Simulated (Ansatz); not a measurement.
# W: x(Mo) = 0.5, 4 atoms, Cmme

The reference is W in the bcc (W type) structure (space group Im-3m, No. 229; a = 3.154 Å).

The other end (x = 1) is Mo in the bcc (W type) structure (space group Im-3m, No. 229): 15.33 Å³/atom, gap zero.

It is then changed as follows: Mo replaces 50.0 % of the W, ordered in a cell of 4 atoms (starting symmetry Cmme) and fully relaxed.

All numbers come from PBEsol/PAW in Ansatz (a first-principles code), no spin-orbit coupling. Γ-centred 18×18×6 mesh, Fermi–Dirac width 0.05 eV, for the changed cell.

| quantity | base | changed | shift |
|---|---|---|---|
| volume per atom | 15.69 Å³ | 15.51 Å³ | -0.18 Å³ |
| density | 19.45 g/cm³ | 14.97 g/cm³ | -4.48 g/cm³ |
| shortest interatomic distance | 2.732 Å | 2.709 Å | -0.023 Å |
| band gap | zero | zero | – |
| mixing energy (to 0.01 eV only: unlike meshes or grids) | – | 0.00 eV/atom | – |
| deviation of the volume from the linear (Vegard-type) interpolation | – | 0.0 % | – |

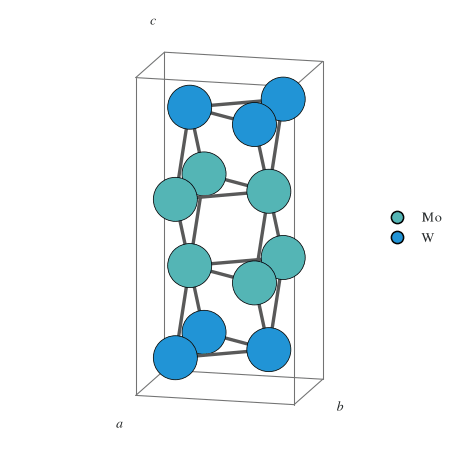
Figure: The relaxed conventional cell after the change

These are small ordered cells, not random alloys; other orderings at the same x differ. No phonon test of stability was made. The final runs are not spin-polarised.
